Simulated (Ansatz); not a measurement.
# C6H9FGeO6: what the fields show

Input

```
crystal:
  periodic: [false, false, false]
  atoms:
    - {symbol: C, position_ang: [0.364084, 2.803105, -2.941691]}
    - {symbol: C, position_ang: [0.571643, 1.833154, -1.842123]}
    - {symbol: O, position_ang: [1.300681, 0.819665, -1.935439]}
    - {symbol: O, position_ang: [-0.005440, 1.998929, -0.708601]}
    - {symbol: Ge, position_ang: [0.795440, 0.420484, 0.027099]}
    - {symbol: F, position_ang: [2.299355, 1.091861, 0.545400]}
    - {symbol: O, position_ang: [1.354278, -1.404941, -0.104836]}
    - {symbol: C, position_ang: [0.218623, -1.751522, -0.581528]}
    - {symbol: C, position_ang: [-0.116624, -3.167149, -0.821343]}
    - {symbol: O, position_ang: [-0.582809, -0.801730, -0.794157]}
    - {symbol: O, position_ang: [-0.057253, 0.558914, 1.613144]}
    - {symbol: C, position_ang: [-0.616146, -0.410012, 2.331962]}
    - {symbol: C, position_ang: [-1.211781, 0.127766, 3.599245]}
    - {symbol: O, position_ang: [-0.644761, -1.573577, 2.016964]}
    - {symbol: H, position_ang: [0.716682, 3.783926, -2.616648]}
    - {symbol: H, position_ang: [0.896989, 2.489543, -3.835176]}
    - {symbol: H, position_ang: [-0.704753, 2.891003, -3.143604]}
    - {symbol: H, position_ang: [0.771631, -3.729020, -1.103541]}
    - {symbol: H, position_ang: [-0.486438, -3.554078, 0.132801]}
    - {symbol: H, position_ang: [-0.901172, -3.255922, -1.569101]}
    - {symbol: H, position_ang: [-0.434117, 0.616843, 4.188798]}
    - {symbol: H, position_ang: [-1.664122, -0.680120, 4.169040]}
    - {symbol: H, position_ang: [-1.959187, 0.886177, 3.358732]}
basis:
  gaussian: {orbitals: def2-TZVPP}
hamiltonian: {xc: pbe0, dispersion: d4}
output: {orbitals: {seedname: orbitals}}
```

Run with:

```sh
ansatz run in.yaml --threads 11 --pin off --events-out ev --progress --plain --max-ram 174080MiB --backend cuda --devices 0, --max-vram 75GiB
```

Geometry: PBE0-D4/def2-TZVP.

Computed with RKS PBE0-D4/def2-TZVPP (Ansatz 0.2.0).

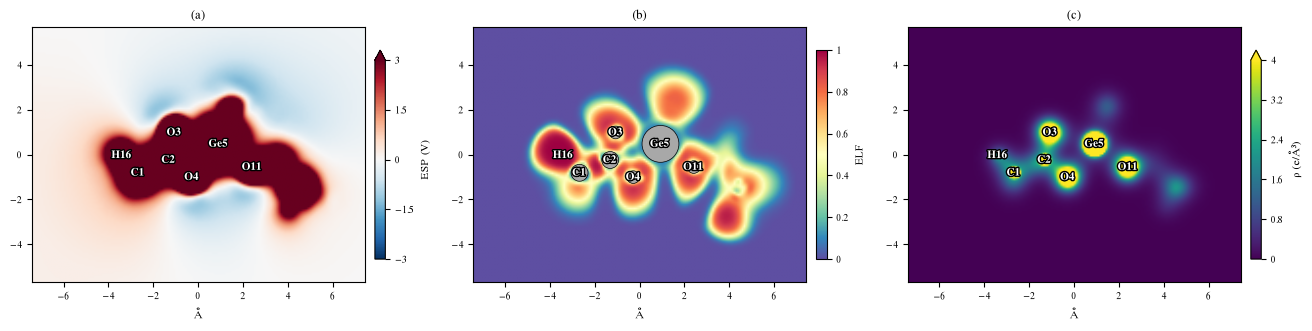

Figure 1. (a) molecular electrostatic potential; (b) electron localisation function; (c) total electron density on the plane of atoms C2, Ge5 and O11. Grey discs cover the atomic cores in the ELF map.

Question: Interpret the plot.

Answer:
- The section cuts through C, O, Ge and H sites.
- C–C (1.48 Å): ρ at the midpoint is about 1.9 e/Å³; the ELF peaks at about 0.95 between the atoms, as expected for a shared electron pair.
- Ge–O (1.81 Å): ρ is about 0.93 e/Å³ halfway; the ELF peaks at about 0.85 in the valence shell of O, 0.6 Å from its nucleus, and is about 0.35 at the midpoint.
- C–Ge (2.35 Å): the density is about 0.43 e/Å³ at the midpoint; the ELF is about 0.15 at the midpoint.
- C–H (1.09 Å): ρ at the midpoint is about 2 e/Å³; the ELF climbs to about 1 towards the hydrogen, as it does in any bond to H: a covalent bond by its length.
- C–O (1.25 Å): ρ is about 3.1 e/Å³ halfway; the ELF peaks at about 0.85 between the atoms; a short, strongly polar bond.
- The ELF also peaks beside O4, O11, O3 and O7, away from the bonds: lone-pair regions.
- Outside the dense part of the molecule the potential is most negative (−1.3 V) near O7, which lies off the plane.

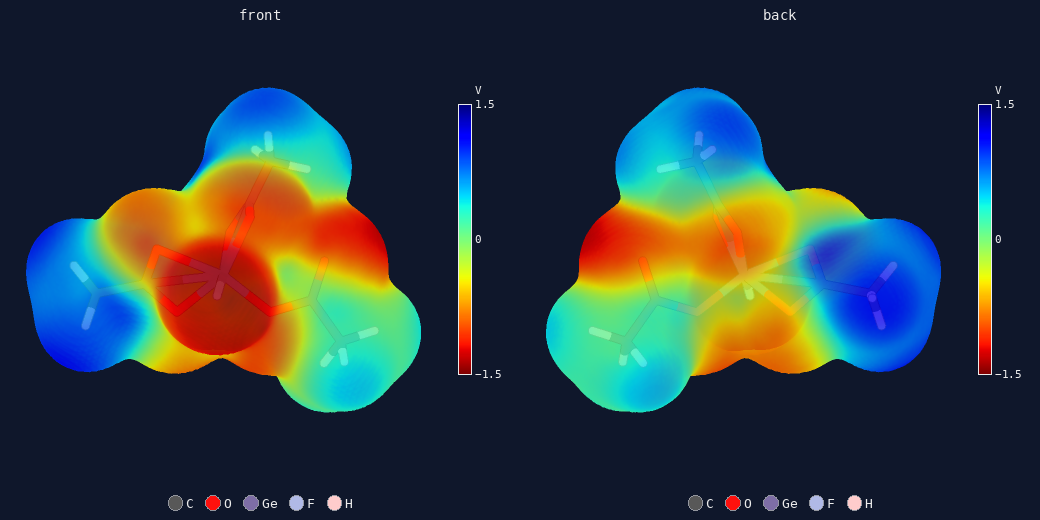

Figure 2. The electrostatic potential painted on the density surface at 0.001 e/bohr³, seen from the front and from behind; the colour scale runs from red (negative) to blue (positive).

Question: Describe the electrostatic potential map.

Answer: The most negative region (about −1.4 V) lies over F6, the most positive (about +1.1 V) over H15 and H17.

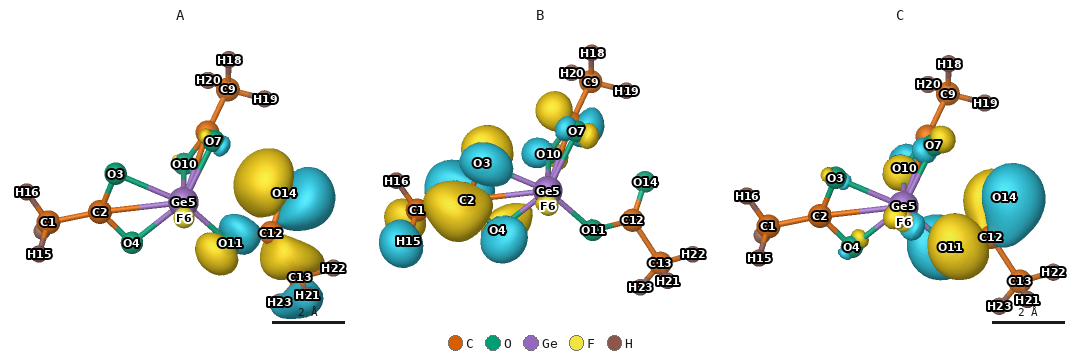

Figure 3. Three frontier orbitals at ±0.1 Å⁻³ᐟ² (yellow and cyan are the two phases), in no order.

Question: Which picture is the HOMO−1, the HOMO and the LUMO?

Answer: C is the HOMO−1 (−8.98 eV). It lies mainly on O14 (about 40 %), O11 (about 35 %) and C12 (about 10 %); largely a combination of lone pairs on O14 and O11. A is the HOMO (−7.84 eV). It lies mainly on O14 (about 65 %), C12 (about 10 %), O11 (about 10 %) and C13 (about 10 %). B is the LUMO (−0.70 eV). By Hirshfeld shares it lies mainly on C2 (about 35 %), O3 (about 20 %), O4 (about 15 %) and C1 (about 10 %).

Question: What is the HOMO–LUMO gap?

Answer: 7.14 eV between the orbital energies.
